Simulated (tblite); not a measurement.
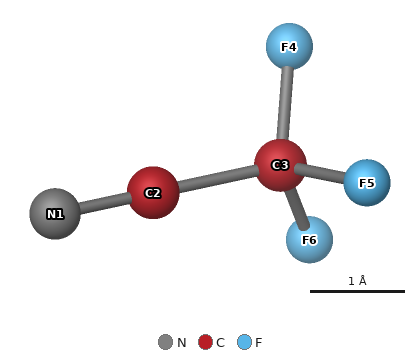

**Figure 1.** The structure as given in the input (ball-and-stick view, seen at a tilt; atoms are numbered from 1 in the order of the input). Bond lengths as drawn: C–C 1.48 Å, C–F 1.34 Å and C–N 1.14 Å.

## Molecular dynamics of C$_{2}$F$_{3}$N

The run: molecular dynamics of C$_{2}$F$_{3}$N (Acetonitrile, trifluoro-). Method and program: GFN2-xTB Langevin dynamics, gas phase (tblite 0.8.0).

## Output
```
t/fs     T/K   E - E0/eV
     0.0    786.5    -0.0000
   525.0    798.6     0.4173
  1050.0    760.5     0.2667
  1575.0    940.4     0.4418
  2100.0    523.1     0.2624
  2625.0    333.3     0.3256
  3150.0    627.3     0.2676
  3675.0    830.7     0.5696
  4200.0    985.4     0.3523
  4725.0    373.5     0.4533
  5250.0    789.7     0.1630
  5775.0    575.8     0.2421
  6300.0    850.5     0.5197
  6825.0    772.1     0.5124
  7350.0    491.0     0.2523
  7875.0    512.7     0.2352
  8400.0    855.6     0.1052
  8925.0    390.6     0.3771
  9450.0    435.8     0.1354
  9975.0    415.0     0.2776
 10500.0    708.7     0.3122
 11025.0    825.9     0.3422
 11550.0    365.9     0.6822
 12075.0    561.8     0.2945
 12600.0    514.0     0.4623
```

## Trajectory as extended XYZ (Å, eV, eV/Å), 16 of the 25 frames kept, from step=0 to step=8400
```
6
Properties=species:S:1:pos:R:3:forces:R:3 step=0 time_fs=0.0 energy=-580.59351 temperature=786.5
N     2.1765   -0.0024   -0.0307    0.0020   0.0000   0.0000
C     1.0382   -0.0004   -0.0222   -0.0040   0.0000   0.0000
C    -0.4391    0.0021   -0.0111    0.0010  -0.0010   0.0000
F    -0.9283   -0.9910   -0.7581    0.0000   0.0010   0.0000
F    -0.9120   -0.1504    1.2286    0.0000   0.0000   0.0000
F    -0.9229    1.1500   -0.4928    0.0000  -0.0010   0.0000
6
Properties=species:S:1:pos:R:3:forces:R:3 step=700 time_fs=1050.0 energy=-580.32679 temperature=760.5
N     1.9911   -1.9451   -1.8721    2.7690  -2.4740  -0.8460
C     1.2354   -1.1976   -1.5413   -2.7110   2.3560   0.5360
C     0.0788   -0.3157   -1.3570   -1.7350  -1.0000   0.7270
F    -0.6846   -0.2665   -2.4563    0.5660   0.3200  -0.5030
F    -0.7979   -0.7868   -0.4363    0.0750  -1.0550   0.3570
F     0.3065    0.8621   -0.8844    1.0380   1.8530  -0.2720
6
Properties=species:S:1:pos:R:3:forces:R:3 step=1050 time_fs=1575.0 energy=-580.15171 temperature=940.4
N     1.3386   -0.4064   -2.6508   -3.2900   1.0960   0.3950
C     0.2083   -0.1378   -2.5340    2.6770  -1.1300   0.3040
C    -1.3164   -0.1650   -2.5762    3.0680   2.6060  -0.6180
F    -1.6414   -1.3883   -2.6020   -1.5300  -2.3880   0.8080
F    -1.9170    0.6109   -1.6542    0.0780  -0.8640  -0.7270
F    -1.5289    0.2970   -3.8230   -1.0030   0.6820  -0.1620
6
Properties=species:S:1:pos:R:3:forces:R:3 step=1750 time_fs=2625.0 energy=-580.26792 temperature=333.3
N     1.1721    4.0872   -3.4893   -0.7360  -1.6870   1.3710
C     0.8771    3.1238   -2.9227    0.8020  -0.2520  -1.6900
C     0.6505    1.6957   -2.3513    2.1300   1.8770  -0.2130
F     1.5796    1.5480   -1.3783    0.4110  -0.2720  -0.2320
F    -0.4631    1.7129   -1.7208   -2.2460  -0.6430   0.4440
F     0.7869    0.6543   -3.1898   -0.3610   0.9760   0.3190
6
Properties=species:S:1:pos:R:3:forces:R:3 step=2100 time_fs=3150.0 energy=-580.32592 temperature=627.3
N    -0.7713    4.9359   -1.6737   -1.4750   2.3010   0.1430
C    -0.2114    3.9741   -1.7899    2.2370  -2.6670  -0.0590
C     0.6017    2.7015   -1.8108    1.6700   2.5870  -0.5330
F     1.0941    2.4300   -0.6249   -0.1810  -0.3430   0.8390
F    -0.1334    1.7519   -2.2515   -0.3470  -1.5510  -0.7430
F     1.7958    2.8791   -2.5727   -1.9040  -0.3270   0.3540
6
Properties=species:S:1:pos:R:3:forces:R:3 step=2800 time_fs=4200.0 energy=-580.24125 temperature=985.4
N     0.4255    1.3703   -0.7181   -0.4190  -1.6780   3.4210
C     0.3127    0.8008    0.2976    0.0960   0.6980  -2.3490
C     0.2989   -0.1793    1.4951    1.3790   2.0660  -2.0400
F     1.5765   -0.5169    1.6653    1.0800   0.5500   0.9110
F    -0.2550    0.3168    2.5627   -0.0820   0.3680   0.8170
F    -0.2260   -1.3033    1.2019   -2.0540  -2.0040  -0.7610
6
Properties=species:S:1:pos:R:3:forces:R:3 step=3500 time_fs=5250.0 energy=-580.43055 temperature=789.7
N     1.2239   -0.7913    1.1088    0.5240   1.5660   3.2200
C     1.4524   -0.3503    2.1672   -0.6250  -1.5700  -2.9050
C     1.9849   -0.0483    3.5096    0.3590  -0.3650   0.5930
F     1.1373   -0.1136    4.5433   -0.3180  -0.3380  -0.4700
F     2.9664   -0.9465    3.7527   -0.1930  -0.0980  -0.0320
F     2.5521    1.1336    3.6176    0.2520   0.8050  -0.4070
6
Properties=species:S:1:pos:R:3:forces:R:3 step=3850 time_fs=5775.0 energy=-580.35145 temperature=575.8
N     2.4371    0.7590    0.7947    0.3890   0.7650   1.2240
C     2.8479    0.8751    1.8650   -0.6290  -0.9560  -1.2990
C     3.4377    0.3715    3.1284   -0.3330   1.8440   0.1920
F     2.5529   -0.2674    3.8565   -0.6930  -0.4330   0.3930
F     4.3689   -0.4573    2.7767    1.3320  -1.0530  -0.1460
F     3.9755    1.3192    3.9305   -0.0650  -0.1670  -0.3640
6
Properties=species:S:1:pos:R:3:forces:R:3 step=4550 time_fs=6825.0 energy=-580.08107 temperature=772.1
N     5.7385    1.6664    2.5650   -0.4390  -0.4610  -0.1670
C     4.8494    1.3195    3.1917   -0.4760  -0.3630   0.9020
C     3.9161    1.3179    4.3947    0.8600   0.1560   0.4930
F     2.6262    0.9103    4.3792    1.4180   0.6840  -0.5690
F     4.4706    0.7360    5.4887   -0.1300  -0.4980  -0.8250
F     4.0623    2.6242    4.6973   -1.2330   0.4820   0.1650
6
Properties=species:S:1:pos:R:3:forces:R:3 step=4900 time_fs=7350.0 energy=-580.34122 temperature=491.0
N     5.8279    2.5300    4.1205    1.6420   0.1820  -0.2880
C     4.7167    2.3469    4.1546   -2.2130  -0.1160   0.7330
C     3.2280    2.1781    4.4232    3.3490  -0.7180   1.3900
F     2.5908    2.1556    3.3403   -2.0200  -0.0510  -2.6290
F     3.0389    1.0553    5.1088   -0.0950  -1.1860   0.0340
F     2.8009    3.0950    5.2297   -0.6620   1.8890   0.7610
6
Properties=species:S:1:pos:R:3:forces:R:3 step=5600 time_fs=8400.0 energy=-580.48831 temperature=855.6
N     3.7065    1.5248    4.4562   -0.4030   2.9260  -0.7780
C     3.6079    2.6511    4.1791    0.7190  -3.3700   1.1430
C     3.6120    4.0767    3.8580    0.2730   0.1480   0.8670
F     4.5329    4.7766    4.5566    0.0420  -0.3800  -0.1070
F     3.8366    4.2576    2.5911    0.4620   0.2550  -1.4420
F     2.4558    4.6310    4.1347   -1.0930   0.4210   0.3180
6
Properties=species:S:1:pos:R:3:forces:R:3 step=6300 time_fs=9450.0 energy=-580.45809 temperature=435.8
N     3.0090    4.0608    5.8395   -0.5980  -1.2150   1.5230
C     3.3439    4.7258    4.9964    0.4790   0.7290  -0.3420
C     3.7268    5.5562    3.8836    0.1890   0.6700  -0.7350
F     3.7483    6.8719    4.1609   -0.7740  -0.1620  -0.0380
F     4.9326    5.3279    3.4191    1.2170  -0.6170  -0.1330
F     2.9086    5.2512    2.8718   -0.5120   0.5970  -0.2750
6
Properties=species:S:1:pos:R:3:forces:R:3 step=6650 time_fs=9975.0 energy=-580.31594 temperature=415.0
N     0.6397    4.9870    5.1870    1.7000  -0.4510  -1.8360
C     1.5011    4.9744    4.4101   -1.1980   0.2780   1.6610
C     2.6937    5.4526    3.6506   -0.3080   0.3640   0.1630
F     2.6070    6.7978    3.8736    0.7860  -0.4750  -0.0720
F     3.8709    4.9591    4.1335   -1.2380   0.6420  -0.6880
F     2.6295    5.3171    2.3171    0.2570  -0.3580   0.7720
6
Properties=species:S:1:pos:R:3:forces:R:3 step=7350 time_fs=11025.0 energy=-580.25131 temperature=825.9
N     1.1749    3.9900    0.7204   -0.2410   1.5780   2.2130
C     1.1309    4.5835    1.7151    0.4670  -1.3780  -0.2410
C     1.2213    5.2258    3.1230   -1.0830  -1.0670  -0.6550
F     1.2964    6.5441    2.9062   -0.4500  -0.4490   0.7820
F     0.1531    4.8074    3.9442    0.9050   1.1930  -1.5450
F     2.2579    4.8360    3.8477    0.4020   0.1230  -0.5550
6
Properties=species:S:1:pos:R:3:forces:R:3 step=7700 time_fs=11550.0 energy=-579.91133 temperature=365.9
N    -1.7585    3.7071    0.5976   -1.3530  -0.6860  -0.5410
C    -0.8787    4.2816    1.0137   -2.5910   0.2720  -0.6920
C     0.3101    4.7625    1.4658    5.5400   0.9350   3.0000
F     0.9735    5.7984    0.9026   -0.8920  -1.1410  -0.2650
F     0.4596    5.0976    2.8390   -0.8240  -0.8380  -1.7570
F     1.0777    3.5784    1.3118    0.1200   1.4580   0.2550
6
Properties=species:S:1:pos:R:3:forces:R:3 step=8400 time_fs=12600.0 energy=-580.13119 temperature=514.0
N     3.0820    6.5769    2.7891   -2.7940  -1.2710   0.4940
C     2.0822    5.9824    2.8527    2.4280   0.7400   0.3810
C     1.0483    4.9749    2.4925    1.0500  -0.9610  -1.1610
F     1.3921    4.9138    1.1562   -0.9700  -0.2380  -0.0220
F     1.2368    3.6727    2.8994   -0.0490   1.5690   0.2500
F    -0.2280    5.2566    2.6259    0.3350   0.1610   0.0570
```

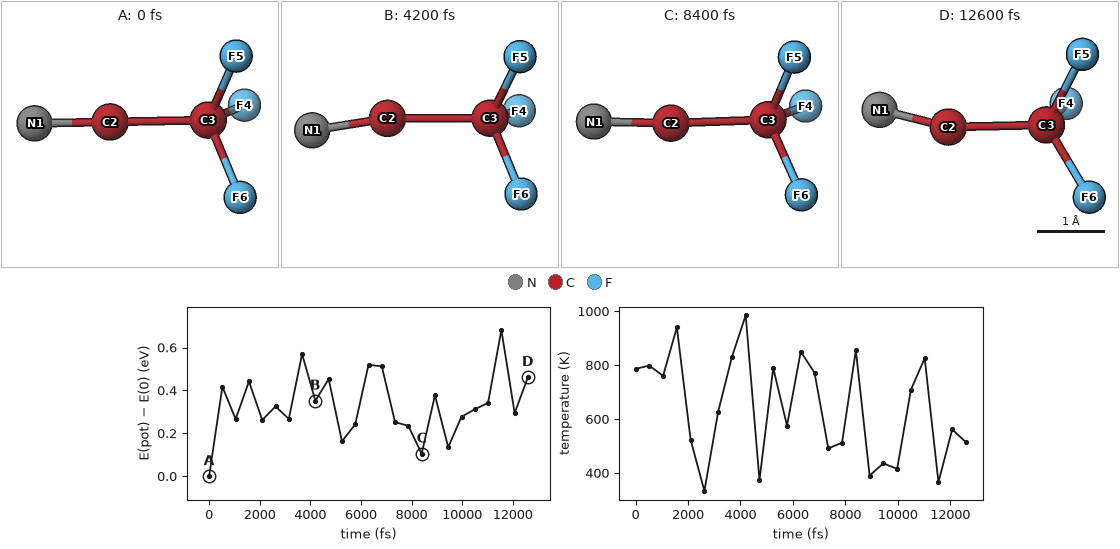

**Figure 2.** Frames of the molecular dynamics (ball-and-stick, seen at a tilt) above the curves, on which the letters mark them. The trajectory kept here has 25 frames over 12600 fs. The temperature starts at 786 K, ranges from 333 to 985 K and averages 592 K over the second half. The potential energy ends 0.462 eV above its first value. After an unweighted best fit of the last frame on the first, the root-mean-square displacement is 0.23 Å.

The run was set up as follows.

## Input file
```
{"job": {"dt": 1.5, "steps": 8000, "equilibration": 400, "friction": 0.005, "h_mass": 4.0, "temperature": 600, "xc": "GFN2-xTB", "basis": "xTB", "kind": "md"}, "charge": 0, "multiplicity": 1}
N      2.176546    -0.002401    -0.030675
C      1.038164    -0.000355    -0.022184
C     -0.439053     0.002117    -0.011085
F     -0.928316    -0.991039    -0.758148
F     -0.911986    -0.150354     1.228608
F     -0.922865     1.149993    -0.492814
```

The first line tells a small driver script what to run in tblite; the rest is the geometry in Å.

Launched with:
```bash
OMP_NUM_THREADS=1 python <driver script> task.json out
```

## Results in brief

- outcome: finished
- mean temperature over the second half: 592 K
- trajectory: 25 frames kept, 12600 fs
- hardware: 1 CPU thread, shared host
- wall time: 38 s
- peak memory: 0.42 GiB
